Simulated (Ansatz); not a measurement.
# Molecular dynamics, with input and output: Si₂NH₈F (part 1 of 2)

The run: molecular dynamics of Si₂NH₈F. Method and program: UKS PBE0-D4/6-31G (Ansatz 0.2.0).

It belongs to a series of runs on one base structure; here: dynamics from the start. Figures and captions count atoms from 1; the log counts them from 0 in places.

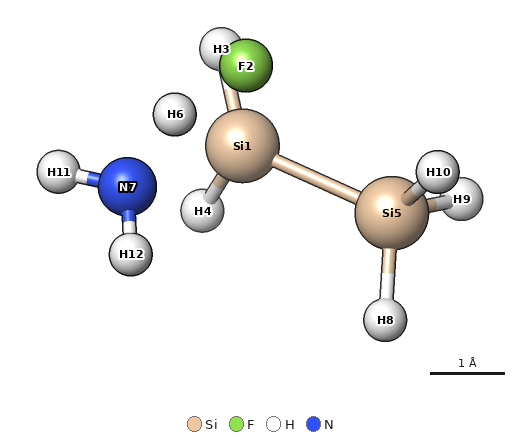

**Figure 1.** The starting structure (ball-and-stick view, seen at a tilt; atoms are numbered from 1 in the order of the input). Bond lengths as drawn: H–N 1.01 Å, H–Si 1.46 to 1.50 Å and Si–Si 2.30 Å.

**Results in brief**

```csv
quantity,value
outcome,finished
mean temperature over the second half,595 K
trajectory,"150 steps, 75 fs"
ensemble,nve
temperature in the input,300.0 K
time step,0.5 fs
potential energy (last step),−20077.7775 eV
mean-field energy (last step),−20077.5894 eV
largest force (length of the vector) (last step),3.635 eV/Å
hardware,"1 thread of Arm Neoverse N1, 98 GiB of memory available, shared host"
wall time,19 min
peak memory,0.19 GiB
```

**Remarks**

So short a trajectory is not equilibrated.

**The input**
```yaml
crystal:
  periodic: [false, false, false]
  atoms:
    - { symbol: Si, position_ang: [-0.6148, -0.358, -0.4741] }
    - { symbol: F, position_ang: [1.2551, -0.3639, -1.1981] }
    - { symbol: H, position_ang: [-0.8457, -1.0917, -1.7127] }
    - { symbol: H, position_ang: [-2.0013, 0.1263, -0.1873] }
    - { symbol: Si, position_ang: [0.2155, -1.118, 1.5348] }
    - { symbol: H, position_ang: [1.072, 0.8264, -1.2632] }
    - { symbol: "N", position_ang: [0.0411, 1.6071, -0.9328] }
    - { symbol: H, position_ang: [-0.0025, -0.157, 2.6257] }
    - { symbol: H, position_ang: [-0.5019, -2.3421, 1.9067] }
    - { symbol: H, position_ang: [1.6442, -1.4358, 1.5535] }
    - { symbol: H, position_ang: [-0.4359, 2.0661, -1.6901] }
    - { symbol: H, position_ang: [0.1742, 2.2406, -0.1626] }
magnetization:
  spin_polarized: true
basis:
  gaussian: { orbitals: "6-31G" }
hamiltonian:
  xc: pbe0
  dispersion: d4
md:
  timestep: 0.5
  n_steps: 150
  ensemble: nve
  temperature: 300.0
  initial_velocities: maxwell_boltzmann
  seed: 902402
```

Launched with:
```bash
ansatz run input.yaml --threads 1 --pin off --max-ram 2048MiB --backend cpu --events-out ev --progress --plain --runs-dir out
```

**Output**
```
Engine: ansatz 0.2.0, aarch64-unknown-linux-gnu
Functional definition: PBE0
  parameter a = 0.25
  parameter kappa = 0.804
  parameter beta = 0.06672455060314922
  exchange = (1 - a)*pbe_x(kappa = kappa, mu = beta*pi^2/3) + a*exact_x
  correlation = pbe_c(beta = beta)
802 factors; integrals over basis functions are off by at most 2.2e-4 eV
mean field evaluation 1: about -20073.0293 eV, gradient 3.4e1 eV
mean field evaluation 2: about -20068.8531 eV, gradient 4.5e1 eV
mean field evaluation 4: about -20077.1957 eV, gradient 2.6e0 eV
mean field evaluation 8: about -20077.2158 eV, gradient 4.7e-2 eV
mean field -20077.21577935 eV, -737.8240710656 hartree, gradient 1.0e-5 eV, S^2 0.000000; 0 other end points of the search recorded, 0 dependent functions left out
the calculation of the forces begins
reference -20077.21580783 eV, -737.8240721121 hartree; 26, 26 occupied and 34, 34 virtual orbitals, 802 factors
md step     0: t =     0.00 fs  T =   300.0 K  F+E_penalty+E_count = -20077.41379157 eV  E_kin = 0.387780 eV  conserved = -20077.02601157 eV  (26 SCF iters)
these checks for a lower state are left out or cut short: starts, cluster_reference, orbital_swaps, neighbouring_geometries, increment
802 factors; integrals over basis functions are off by at most 2.2e-4 eV
mean field evaluation 16: about -20077.2117 eV, gradient 7.5e-1 eV
mean field -20077.21344179 eV, -737.8239851618 hartree, gradient 4.0e-5 eV, S^2 0.000000; 0 other end points of the search recorded, 0 dependent functions left out
the calculation of the forces begins
reference -20077.21347024 eV, -737.8239862074 hartree; 26, 26 occupied and 34, 34 virtual orbitals, 802 factors
md step     1: t =     0.50 fs  T =   298.5 K  F+E_penalty+E_count = -20077.41160232 eV  E_kin = 0.385878 eV  conserved = -20077.02572424 eV  (25 SCF iters)
[... from here on the SCF iterations and repeated set-up lines of each step are left out, up to the last step ...]
md step     2: t =     1.00 fs  T =   297.7 K  F+E_penalty+E_count = -20077.40979029 eV  E_kin = 0.384849 eV  conserved = -20077.02494096 eV  (25 SCF iters)
md step     3: t =     1.50 fs  T =   306.7 K  F+E_penalty+E_count = -20077.42069351 eV  E_kin = 0.396488 eV  conserved = -20077.02420521 eV  (25 SCF iters)
md step     4: t =     2.00 fs  T =   333.6 K  F+E_penalty+E_count = -20077.45538067 eV  E_kin = 0.431180 eV  conserved = -20077.02420106 eV  (25 SCF iters)
md step     5: t =     2.50 fs  T =   378.1 K  F+E_penalty+E_count = -20077.51374570 eV  E_kin = 0.488674 eV  conserved = -20077.02507184 eV  (25 SCF iters)
md step     6: t =     3.00 fs  T =   430.4 K  F+E_penalty+E_count = -20077.58252936 eV  E_kin = 0.556290 eV  conserved = -20077.02623901 eV  (25 SCF iters)
md step     7: t =     3.50 fs  T =   477.1 K  F+E_penalty+E_count = -20077.64370116 eV  E_kin = 0.616706 eV  conserved = -20077.02699493 eV  (25 SCF iters, 3 dispersion substeps)
md step     8: t =     4.00 fs  T =   509.0 K  F+E_penalty+E_count = -20077.68504031 eV  E_kin = 0.657951 eV  conserved = -20077.02708885 eV  (25 SCF iters, 3 dispersion substeps)
md step     9: t =     4.50 fs  T =   524.3 K  F+E_penalty+E_count = -20077.70442040 eV  E_kin = 0.677669 eV  conserved = -20077.02675105 eV  (25 SCF iters, 3 dispersion substeps)
md step    10: t =     5.00 fs  T =   526.5 K  F+E_penalty+E_count = -20077.70693298 eV  E_kin = 0.680539 eV  conserved = -20077.02639406 eV  (25 SCF iters, 3 dispersion substeps)
md step    11: t =     5.50 fs  T =   520.4 K  F+E_penalty+E_count = -20077.69897985 eV  E_kin = 0.672628 eV  conserved = -20077.02635159 eV  (25 SCF iters, 3 dispersion substeps)
md step    12: t =     6.00 fs  T =   508.0 K  F+E_penalty+E_count = -20077.68337886 eV  E_kin = 0.656666 eV  conserved = -20077.02671322 eV  (25 SCF iters, 3 dispersion substeps)
md step    13: t =     6.50 fs  T =   488.1 K  F+E_penalty+E_count = -20077.65815428 eV  E_kin = 0.630969 eV  conserved = -20077.02718536 eV  (25 SCF iters, 3 dispersion substeps)
md step    14: t =     7.00 fs  T =   459.4 K  F+E_penalty+E_count = -20077.62090774 eV  E_kin = 0.593821 eV  conserved = -20077.02708720 eV  (25 SCF iters, 3 dispersion substeps)
md step    15: t =     7.50 fs  T =   427.2 K  F+E_penalty+E_count = -20077.57812342 eV  E_kin = 0.552254 eV  conserved = -20077.02586950 eV  (25 SCF iters, 3 dispersion substeps)
md step    16: t =     8.00 fs  T =   407.8 K  F+E_penalty+E_count = -20077.55131119 eV  E_kin = 0.527129 eV  conserved = -20077.02418191 eV  (25 SCF iters, 3 dispersion substeps)
md step    17: t =     8.50 fs  T =   419.3 K  F+E_penalty+E_count = -20077.56599258 eV  E_kin = 0.542021 eV  conserved = -20077.02397186 eV  (25 SCF iters, 3 dispersion substeps)
md step    18: t =     9.00 fs  T =   463.1 K  F+E_penalty+E_count = -20077.62474343 eV  E_kin = 0.598554 eV  conserved = -20077.02618952 eV  (26 SCF iters, 3 dispersion substeps)
md step    19: t =     9.50 fs  T =   515.7 K  F+E_penalty+E_count = -20077.69561922 eV  E_kin = 0.666613 eV  conserved = -20077.02900612 eV  (26 SCF iters, 3 dispersion substeps)
md step    20: t =    10.00 fs  T =   547.7 K  F+E_penalty+E_count = -20077.73787919 eV  E_kin = 0.707942 eV  conserved = -20077.02993766 eV  (26 SCF iters, 3 dispersion substeps)
md step    21: t =    10.50 fs  T =   547.5 K  F+E_penalty+E_count = -20077.73649501 eV  E_kin = 0.707726 eV  conserved = -20077.02876940 eV  (25 SCF iters, 3 dispersion substeps)
md step    22: t =    11.00 fs  T =   525.1 K  F+E_penalty+E_count = -20077.70597426 eV  E_kin = 0.678694 eV  conserved = -20077.02727989 eV  (25 SCF iters, 3 dispersion substeps)
md step    23: t =    11.50 fs  T =   494.6 K  F+E_penalty+E_count = -20077.66611538 eV  E_kin = 0.639258 eV  conserved = -20077.02685697 eV  (25 SCF iters, 3 dispersion substeps)
md step    24: t =    12.00 fs  T =   460.3 K  F+E_penalty+E_count = -20077.62220492 eV  E_kin = 0.594979 eV  conserved = -20077.02722587 eV  (25 SCF iters, 3 dispersion substeps)
md step    25: t =    12.50 fs  T =   418.3 K  F+E_penalty+E_count = -20077.56808091 eV  E_kin = 0.540733 eV  conserved = -20077.02734762 eV  (25 SCF iters, 3 dispersion substeps)
md step    26: t =    13.00 fs  T =   366.7 K  F+E_penalty+E_count = -20077.50075362 eV  E_kin = 0.474045 eV  conserved = -20077.02670832 eV  (25 SCF iters, 3 dispersion substeps)
md step    27: t =    13.50 fs  T =   311.7 K  F+E_penalty+E_count = -20077.42847907 eV  E_kin = 0.402951 eV  conserved = -20077.02552785 eV  (25 SCF iters, 3 dispersion substeps)
md step    28: t =    14.00 fs  T =   266.0 K  F+E_penalty+E_count = -20077.36815216 eV  E_kin = 0.343848 eV  conserved = -20077.02430415 eV  (26 SCF iters, 3 dispersion substeps)
md step    29: t =    14.50 fs  T =   243.3 K  F+E_penalty+E_count = -20077.33797086 eV  E_kin = 0.314513 eV  conserved = -20077.02345811 eV  (26 SCF iters, 3 dispersion substeps)
md step    30: t =    15.00 fs  T =   253.4 K  F+E_penalty+E_count = -20077.35076490 eV  E_kin = 0.327508 eV  conserved = -20077.02325674 eV  (26 SCF iters, 3 dispersion substeps)
md step    31: t =    15.50 fs  T =   298.4 K  F+E_penalty+E_count = -20077.40959401 eV  E_kin = 0.385737 eV  conserved = -20077.02385712 eV  (25 SCF iters, 3 dispersion substeps)
md step    32: t =    16.00 fs  T =   371.3 K  F+E_penalty+E_count = -20077.50525822 eV  E_kin = 0.479926 eV  conserved = -20077.02533229 eV  (25 SCF iters, 3 dispersion substeps)
md step    33: t =    16.50 fs  T =   454.8 K  F+E_penalty+E_count = -20077.61552499 eV  E_kin = 0.587938 eV  conserved = -20077.02758703 eV  (25 SCF iters, 3 dispersion substeps)
md step    34: t =    17.00 fs  T =   524.0 K  F+E_penalty+E_count = -20077.70743285 eV  E_kin = 0.677312 eV  conserved = -20077.03012073 eV  (25 SCF iters, 3 dispersion substeps)
md step    35: t =    17.50 fs  T =   552.6 K  F+E_penalty+E_count = -20077.74603088 eV  E_kin = 0.714259 eV  conserved = -20077.03177157 eV  (25 SCF iters, 3 dispersion substeps)
md step    36: t =    18.00 fs  T =   527.1 K  F+E_penalty+E_count = -20077.71233149 eV  E_kin = 0.681286 eV  conserved = -20077.03104590 eV  (25 SCF iters, 3 dispersion substeps)
md step    37: t =    18.50 fs  T =   461.2 K  F+E_penalty+E_count = -20077.62384818 eV  E_kin = 0.596123 eV  conserved = -20077.02772486 eV  (25 SCF iters, 3 dispersion substeps)
md step    38: t =    19.00 fs  T =   394.7 K  F+E_penalty+E_count = -20077.53453411 eV  E_kin = 0.510246 eV  conserved = -20077.02428859 eV  (25 SCF iters, 3 dispersion substeps)
md step    39: t =    19.50 fs  T =   366.9 K  F+E_penalty+E_count = -20077.49790803 eV  E_kin = 0.474308 eV  conserved = -20077.02359979 eV  (25 SCF iters, 3 dispersion substeps)
md step    40: t =    20.00 fs  T =   388.1 K  F+E_penalty+E_count = -20077.52692543 eV  E_kin = 0.501694 eV  conserved = -20077.02523093 eV  (25 SCF iters, 3 dispersion substeps)
md step    41: t =    20.50 fs  T =   441.5 K  F+E_penalty+E_count = -20077.59774594 eV  E_kin = 0.570672 eV  conserved = -20077.02707442 eV  (27 SCF iters, 3 dispersion substeps)
md step    42: t =    21.00 fs  T =   502.8 K  F+E_penalty+E_count = -20077.67832892 eV  E_kin = 0.649867 eV  conserved = -20077.02846205 eV  (25 SCF iters, 3 dispersion substeps)
md step    43: t =    21.50 fs  T =   550.7 K  F+E_penalty+E_count = -20077.74124242 eV  E_kin = 0.711808 eV  conserved = -20077.02943491 eV  (25 SCF iters, 3 dispersion substeps)
md step    44: t =    22.00 fs  T =   569.6 K  F+E_penalty+E_count = -20077.76590632 eV  E_kin = 0.736259 eV  conserved = -20077.02964753 eV  (25 SCF iters, 3 dispersion substeps)
md step    45: t =    22.50 fs  T =   553.3 K  F+E_penalty+E_count = -20077.74414130 eV  E_kin = 0.715239 eV  conserved = -20077.02890185 eV  (25 SCF iters, 3 dispersion substeps)
md step    46: t =    23.00 fs  T =   507.4 K  F+E_penalty+E_count = -20077.68333089 eV  E_kin = 0.655819 eV  conserved = -20077.02751183 eV  (25 SCF iters, 3 dispersion substeps)
md step    47: t =    23.50 fs  T =   445.7 K  F+E_penalty+E_count = -20077.60213660 eV  E_kin = 0.576151 eV  conserved = -20077.02598572 eV  (25 SCF iters, 3 dispersion substeps)
md step    48: t =    24.00 fs  T =   385.3 K  F+E_penalty+E_count = -20077.52277452 eV  E_kin = 0.498068 eV  conserved = -20077.02470666 eV  (25 SCF iters, 3 dispersion substeps)
md step    49: t =    24.50 fs  T =   341.0 K  F+E_penalty+E_count = -20077.46469449 eV  E_kin = 0.440832 eV  conserved = -20077.02386282 eV  (26 SCF iters, 3 dispersion substeps)
md step    50: t =    25.00 fs  T =   323.1 K  F+E_penalty+E_count = -20077.44110269 eV  E_kin = 0.417591 eV  conserved = -20077.02351182 eV  (25 SCF iters, 3 dispersion substeps)
md step    51: t =    25.50 fs  T =   335.7 K  F+E_penalty+E_count = -20077.45761440 eV  E_kin = 0.433958 eV  conserved = -20077.02365635 eV  (25 SCF iters, 3 dispersion substeps)
md step    52: t =    26.00 fs  T =   377.3 K  F+E_penalty+E_count = -20077.51196398 eV  E_kin = 0.487676 eV  conserved = -20077.02428767 eV  (25 SCF iters, 3 dispersion substeps)
md step    53: t =    26.50 fs  T =   440.0 K  F+E_penalty+E_count = -20077.59411816 eV  E_kin = 0.568729 eV  conserved = -20077.02538909 eV  (25 SCF iters, 3 dispersion substeps)
md step    54: t =    27.00 fs  T =   510.5 K  F+E_penalty+E_count = -20077.68676494 eV  E_kin = 0.659876 eV  conserved = -20077.02688897 eV  (25 SCF iters, 3 dispersion substeps)
md step    55: t =    27.50 fs  T =   571.2 K  F+E_penalty+E_count = -20077.76690318 eV  E_kin = 0.738343 eV  conserved = -20077.02855979 eV  (25 SCF iters, 3 dispersion substeps)
md step    56: t =    28.00 fs  T =   603.5 K  F+E_penalty+E_count = -20077.80999865 eV  E_kin = 0.780096 eV  conserved = -20077.02990227 eV  (25 SCF iters, 3 dispersion substeps)
md step    57: t =    28.50 fs  T =   594.1 K  F+E_penalty+E_count = -20077.79814379 eV  E_kin = 0.767967 eV  conserved = -20077.03017692 eV  (25 SCF iters, 3 dispersion substeps)
md step    58: t =    29.00 fs  T =   543.3 K  F+E_penalty+E_count = -20077.73110641 eV  E_kin = 0.702261 eV  conserved = -20077.02884534 eV  (25 SCF iters, 3 dispersion substeps)
md step    59: t =    29.50 fs  T =   469.6 K  F+E_penalty+E_count = -20077.63327537 eV  E_kin = 0.606957 eV  conserved = -20077.02631868 eV  (25 SCF iters, 3 dispersion substeps)
md step    60: t =    30.00 fs  T =   404.1 K  F+E_penalty+E_count = -20077.54628994 eV  E_kin = 0.522280 eV  conserved = -20077.02400947 eV  (25 SCF iters, 3 dispersion substeps)
md step    61: t =    30.50 fs  T =   375.0 K  F+E_penalty+E_count = -20077.50780502 eV  E_kin = 0.484720 eV  conserved = -20077.02308489 eV  (25 SCF iters, 3 dispersion substeps)
md step    62: t =    31.00 fs  T =   394.7 K  F+E_penalty+E_count = -20077.53377969 eV  E_kin = 0.510183 eV  conserved = -20077.02359674 eV  (24 SCF iters, 3 dispersion substeps)
md step    63: t =    31.50 fs  T =   457.4 K  F+E_penalty+E_count = -20077.61638631 eV  E_kin = 0.591241 eV  conserved = -20077.02514555 eV  (27 SCF iters, 3 dispersion substeps)
md step    64: t =    32.00 fs  T =   543.7 K  F+E_penalty+E_count = -20077.73006468 eV  E_kin = 0.702797 eV  conserved = -20077.02726719 eV  (25 SCF iters, 3 dispersion substeps)
md step    65: t =    32.50 fs  T =   627.3 K  F+E_penalty+E_count = -20077.83999035 eV  E_kin = 0.810873 eV  conserved = -20077.02911716 eV  (25 SCF iters, 3 dispersion substeps)
md step    66: t =    33.00 fs  T =   685.0 K  F+E_penalty+E_count = -20077.91528968 eV  E_kin = 0.885412 eV  conserved = -20077.02987779 eV  (25 SCF iters, 3 dispersion substeps)
md step    67: t =    33.50 fs  T =   705.5 K  F+E_penalty+E_count = -20077.94129825 eV  E_kin = 0.911873 eV  conserved = -20077.02942481 eV  (25 SCF iters, 3 dispersion substeps)
md step    68: t =    34.00 fs  T =   691.4 K  F+E_penalty+E_count = -20077.92199443 eV  E_kin = 0.893760 eV  conserved = -20077.02823454 eV  (25 SCF iters, 3 dispersion substeps)
md step    69: t =    34.50 fs  T =   654.9 K  F+E_penalty+E_count = -20077.87342847 eV  E_kin = 0.846536 eV  conserved = -20077.02689255 eV  (26 SCF iters, 3 dispersion substeps)
md step    70: t =    35.00 fs  T =   610.5 K  F+E_penalty+E_count = -20077.81492592 eV  E_kin = 0.789119 eV  conserved = -20077.02580706 eV  (26 SCF iters, 3 dispersion substeps)
md step    71: t =    35.50 fs  T =   570.5 K  F+E_penalty+E_count = -20077.76255662 eV  E_kin = 0.737373 eV  conserved = -20077.02518347 eV  (25 SCF iters, 3 dispersion substeps)
md step    72: t =    36.00 fs  T =   542.0 K  F+E_penalty+E_count = -20077.72566444 eV  E_kin = 0.700586 eV  conserved = -20077.02507837 eV  (25 SCF iters, 3 dispersion substeps)
md step    73: t =    36.50 fs  T =   526.4 K  F+E_penalty+E_count = -20077.70587065 eV  E_kin = 0.680452 eV  conserved = -20077.02541876 eV  (25 SCF iters, 3 dispersion substeps)
md step    74: t =    37.00 fs  T =   520.1 K  F+E_penalty+E_count = -20077.69830374 eV  E_kin = 0.672332 eV  conserved = -20077.02597223 eV  (25 SCF iters, 3 dispersion substeps)
md step    75: t =    37.50 fs  T =   517.6 K  F+E_penalty+E_count = -20077.69538137 eV  E_kin = 0.669042 eV  conserved = -20077.02633968 eV  (25 SCF iters, 3 dispersion substeps)
md step    76: t =    38.00 fs  T =   515.9 K  F+E_penalty+E_count = -20077.69296290 eV  E_kin = 0.666856 eV  conserved = -20077.02610658 eV  (25 SCF iters, 3 dispersion substeps)
md step    77: t =    38.50 fs  T =   519.0 K  F+E_penalty+E_count = -20077.69617112 eV  E_kin = 0.670904 eV  conserved = -20077.02526675 eV  (25 SCF iters, 3 dispersion substeps)
md step    78: t =    39.00 fs  T =   537.0 K  F+E_penalty+E_count = -20077.71868155 eV  E_kin = 0.694066 eV  conserved = -20077.02461578 eV  (25 SCF iters, 3 dispersion substeps)
md step    79: t =    39.50 fs  T =   576.5 K  F+E_penalty+E_count = -20077.77054492 eV  E_kin = 0.745144 eV  conserved = -20077.02540091 eV  (25 SCF iters, 3 dispersion substeps)
md step    80: t =    40.00 fs  T =   628.5 K  F+E_penalty+E_count = -20077.84050110 eV  E_kin = 0.812391 eV  conserved = -20077.02811037 eV  (25 SCF iters, 3 dispersion substeps)
md step    81: t =    40.50 fs  T =   664.2 K  F+E_penalty+E_count = -20077.89012848 eV  E_kin = 0.858558 eV  conserved = -20077.03157092 eV  (25 SCF iters, 3 dispersion substeps)
md step    82: t =    41.00 fs  T =   649.2 K  F+E_penalty+E_count = -20077.87245417 eV  E_kin = 0.839201 eV  conserved = -20077.03325354 eV  (25 SCF iters, 3 dispersion substeps)
md step    83: t =    41.50 fs  T =   571.7 K  F+E_penalty+E_count = -20077.76980186 eV  E_kin = 0.739018 eV  conserved = -20077.03078388 eV  (25 SCF iters, 3 dispersion substeps)
md step    84: t =    42.00 fs  T =   465.0 K  F+E_penalty+E_count = -20077.62594642 eV  E_kin = 0.601030 eV  conserved = -20077.02491610 eV  (24 SCF iters, 3 dispersion substeps)
md step    85: t =    42.50 fs  T =   393.8 K  F+E_penalty+E_count = -20077.52995850 eV  E_kin = 0.508967 eV  conserved = -20077.02099154 eV  (26 SCF iters, 3 dispersion substeps)
md step    86: t =    43.00 fs  T =   399.3 K  F+E_penalty+E_count = -20077.53916790 eV  E_kin = 0.516081 eV  conserved = -20077.02308713 eV  (25 SCF iters, 3 dispersion substeps)
md step    87: t =    43.50 fs  T =   460.6 K  F+E_penalty+E_count = -20077.62348931 eV  E_kin = 0.595395 eV  conserved = -20077.02809390 eV  (24 SCF iters, 3 dispersion substeps)
md step    88: t =    44.00 fs  T =   522.7 K  F+E_penalty+E_count = -20077.70654120 eV  E_kin = 0.675653 eV  conserved = -20077.03088773 eV  (24 SCF iters, 3 dispersion substeps)
md step    89: t =    44.50 fs  T =   547.9 K  F+E_penalty+E_count = -20077.73867081 eV  E_kin = 0.708214 eV  conserved = -20077.03045664 eV  (24 SCF iters, 3 dispersion substeps)
md step    90: t =    45.00 fs  T =   532.8 K  F+E_penalty+E_count = -20077.71732506 eV  E_kin = 0.688753 eV  conserved = -20077.02857237 eV  (25 SCF iters, 3 dispersion substeps)
md step    91: t =    45.50 fs  T =   493.7 K  F+E_penalty+E_count = -20077.66496933 eV  E_kin = 0.638141 eV  conserved = -20077.02682823 eV  (24 SCF iters, 3 dispersion substeps)
md step    92: t =    46.00 fs  T =   448.4 K  F+E_penalty+E_count = -20077.60544197 eV  E_kin = 0.579646 eV  conserved = -20077.02579570 eV  (24 SCF iters, 3 dispersion substeps)
md step    93: t =    46.50 fs  T =   409.1 K  F+E_penalty+E_count = -20077.55408459 eV  E_kin = 0.528750 eV  conserved = -20077.02533419 eV  (24 SCF iters, 3 dispersion substeps)
md step    94: t =    47.00 fs  T =   382.0 K  F+E_penalty+E_count = -20077.51875627 eV  E_kin = 0.493734 eV  conserved = -20077.02502240 eV  (25 SCF iters, 3 dispersion substeps)
md step    95: t =    47.50 fs  T =   372.1 K  F+E_penalty+E_count = -20077.50543914 eV  E_kin = 0.480918 eV  conserved = -20077.02452125 eV  (25 SCF iters, 3 dispersion substeps)
md step    96: t =    48.00 fs  T =   385.9 K  F+E_penalty+E_count = -20077.52268461 eV  E_kin = 0.498786 eV  conserved = -20077.02389892 eV  (25 SCF iters, 3 dispersion substeps)
md step    97: t =    48.50 fs  T =   430.4 K  F+E_penalty+E_count = -20077.58009419 eV  E_kin = 0.556373 eV  conserved = -20077.02372119 eV  (25 SCF iters, 3 dispersion substeps)
md step    98: t =    49.00 fs  T =   506.9 K  F+E_penalty+E_count = -20077.67985160 eV  E_kin = 0.655175 eV  conserved = -20077.02467634 eV  (25 SCF iters, 3 dispersion substeps)
md step    99: t =    49.50 fs  T =   603.4 K  F+E_penalty+E_count = -20077.80692529 eV  E_kin = 0.779927 eV  conserved = -20077.02699877 eV  (25 SCF iters, 3 dispersion substeps)
md step   100: t =    50.00 fs  T =   693.2 K  F+E_penalty+E_count = -20077.92623887 eV  E_kin = 0.895999 eV  conserved = -20077.03024011 eV  (25 SCF iters, 3 dispersion substeps)
md step   101: t =    50.50 fs  T =   740.6 K  F+E_penalty+E_count = -20077.99053748 eV  E_kin = 0.957253 eV  conserved = -20077.03328494 eV  (25 SCF iters, 3 dispersion substeps)
```
